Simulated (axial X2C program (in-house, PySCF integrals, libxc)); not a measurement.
## Run report: Si₂⁺, relativistic diatomic calculation

System: Si₂⁺. The reference is closed-shell Si₂; the roots are the vertical energies to take an electron from it, which leaves states of Si₂⁺. The distance is the PBE0 minimum at charge 0.
Method: EOM-IP-CCSD, two-component X2C with atomic mean-field Coulomb and Gaunt terms, Si dyall-v3z (cores contracted) (axial X2C program (in-house, PySCF integrals, libxc)).

### Summary

| quantity | value |
| --- | --- |
| outcome | converged |
| HF energy of the reference Si₂ | −578.88667 hartree |
| MP2 energy of the reference Si₂ | −579.06038 hartree |
| CCSD energy of the reference Si₂ (with the MP2 share of the virtual spinors left out of the coupled-cluster step) | −579.09674 hartree |
| CCSD(T) energy of the reference Si₂ | −579.11022 hartree |
| T1 diagnostic (spinor form; for a closed shell √2 times the usual value) | 0.024 |
| hardware | 1 thread of Arm Neoverse V1, 112 GiB of memory available, shared host |
| wall time | 4.1 s |
| peak memory | 0.47 GiB |

### Input file
```
{"zs": [14, 14], "q": 1, "bas": ["dyall-v3z", "dyall-v3z"], "r0": 2.32, "eom": "ip", "rq": 0, "thr": -2.0, "nmax": 95, "grid": [1, 0.96, 1.045, 0.92, 1.09, 1.15]}
```

The line is the task of a batch: nuclear charges, charge, bases, a first guess of the distance and further settings. This report covers the levels named above. The log is that of the reference distance 2.262 Å.

Launched within a batch (the task file carries these settings):
```bash
python <driver script> task.json out
```

### The program's output
```
two-component X2C + atomic mean field  HF
basis functions 92  fitting functions 598  grid points 4360
iter        total energy     max residual
   1       -577.680418621     1.93e+00
   2       -578.879504132     5.90e-02
   3       -578.886493873     4.14e-03
   4       -578.886662478     8.79e-04
   5       -578.886673294     2.35e-04
   6       -578.886674395     4.75e-05
   7       -578.886674462     8.67e-06
   8       -578.886674465     6.29e-06
   9       -578.886674467     3.99e-06
  10       -578.886674468     8.24e-07
converged
one-electron -894.36666479  Coulomb 310.41109995  exact exchange -40.70991297  xc functional 0.00000000  nuclear repulsion 45.85266726  atomic mean-field constant -0.07386392
correlated 8  virtual 140  natural virtual 94  E(MP2) -0.173709560  MP2 remainder -0.001982862
iter   CCSD correlation   residual
   1     -0.193912956   1.61e-01
   2     -0.205662198   8.19e-02
   3     -0.207182371   3.73e-02
   4     -0.207916009   2.30e-02
   5     -0.208050046   1.31e-02
   6     -0.208028390   5.94e-03
   7     -0.208085389   2.43e-03
   8     -0.208082139   1.07e-03
   9     -0.208076262   5.82e-04
  10     -0.208078534   2.93e-04
  11     -0.208080951   1.34e-04
  12     -0.208082478   4.65e-05
  13     -0.208082787   2.12e-05
  14     -0.208082978   1.10e-05
  15     -0.208083065   6.17e-06
  16     -0.208083133   3.82e-06
  17     -0.208083177   2.09e-06
  18     -0.208083176   1.03e-06
(T) -0.013483534445775599  T1 0.0245  D1 0.0328  max T2 0.190
EOM-IP-CCSD roots
2*Omega      energy/Eh   energy/eV  one-particle weight
    1       0.29906775      8.1380      0.923
    1       0.30577815      8.3206      0.957
    1       0.38528381     10.4841      0.023
    1       0.43053375     11.7154      0.681
    3       0.35408042      9.6350      0.000
    3       0.37716779     10.2633      0.000
    3       0.39583391     10.7712      0.000
    5       0.38658126     10.5194      0.000
```

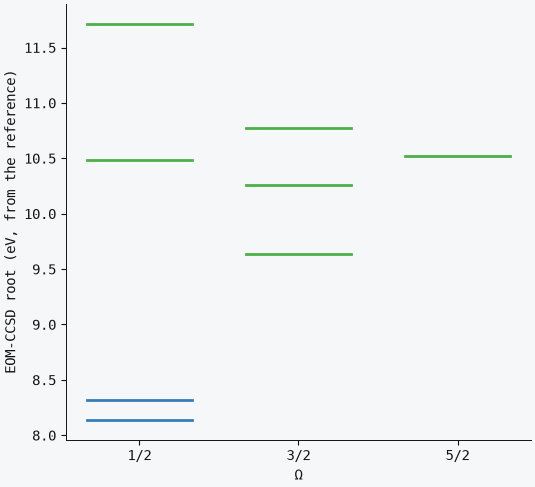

*EOM-CCSD roots by Ω at 2.26 Å; roots whose one-particle weight is under 0.8 have the second colour.*

The lowest has Ω = 1/2 and lies at 8.138 eV, with one-particle weight 0.92. 6 of the 8 roots are less well described at this level.
